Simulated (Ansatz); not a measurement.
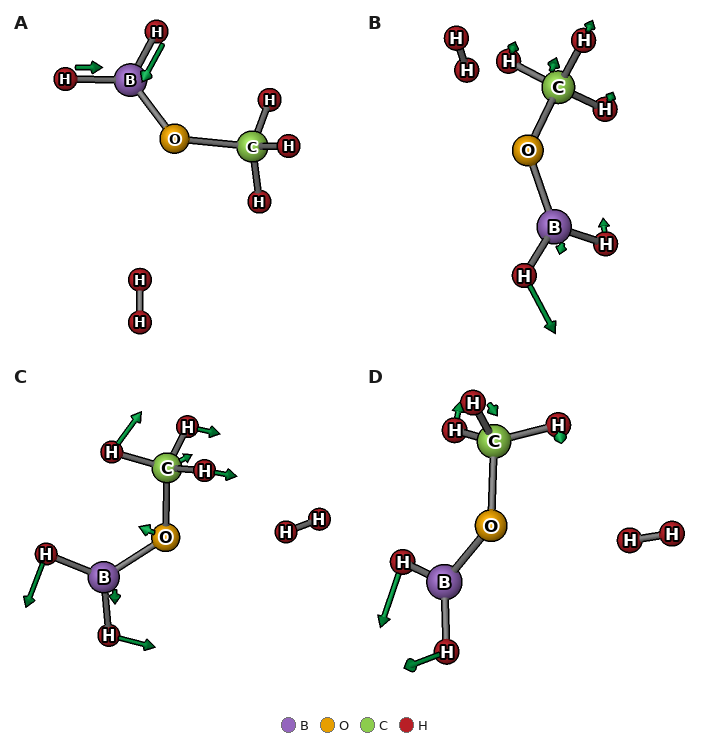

4 normal modes of one molecule or complex, as arrows. Harmonic vibrations computed with RKS PBE0-D4/def2-TZVP (Ansatz 0.2.0) at a stationary point of the same level.

Question: Match the panels to the wavenumbers 404 cm⁻¹, 953 cm⁻¹, 1235 cm⁻¹, 2545 cm⁻¹.

Answer: A: 2545 cm⁻¹, in-phase stretching of 2 B–H bonds
B: 953 cm⁻¹
C: 404 cm⁻¹
D: 1235 cm⁻¹, angle bending
